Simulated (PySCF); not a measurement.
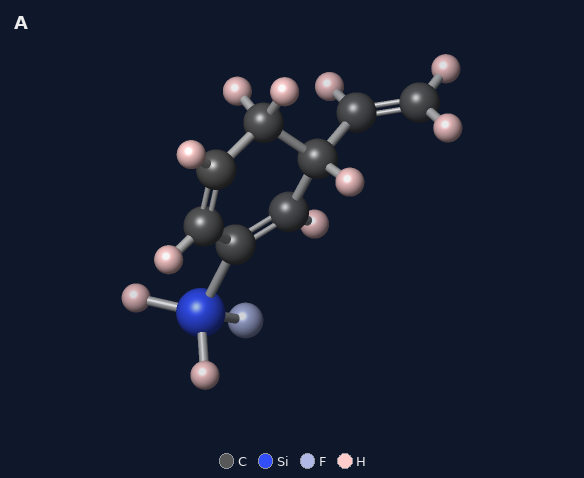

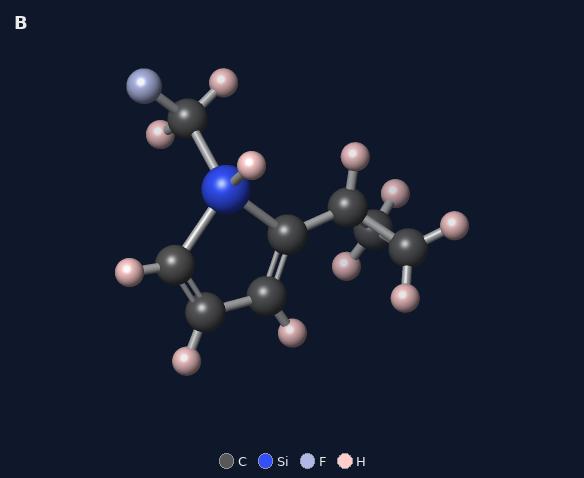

2 stationary structures of one formula. Geometries: GFN2-xTB. Electronic energies: PBE0/pcSseg-1 (PySCF 2.14.0), without zero-point energy. No frequency run is at hand to confirm each as a minimum. Each is one conformer, not always the lowest.

Are they conformers, stereoisomers or constitutional isomers?

They are constitutional isomers of C8H11FSi: A `C=C[C@@H]1C=C([SiH2]F)C=CC1`, B `FC[Si@H]1C=CC=C1C1CC1`.

Which structure is the most stable?

A is lowest; B lies 1.954 eV above it.

The geometry is semi-empirical. Around Si such bond lengths and angles can be off by a tenth of an ångström or more and by several degrees, and values that hang on the shape move with them.
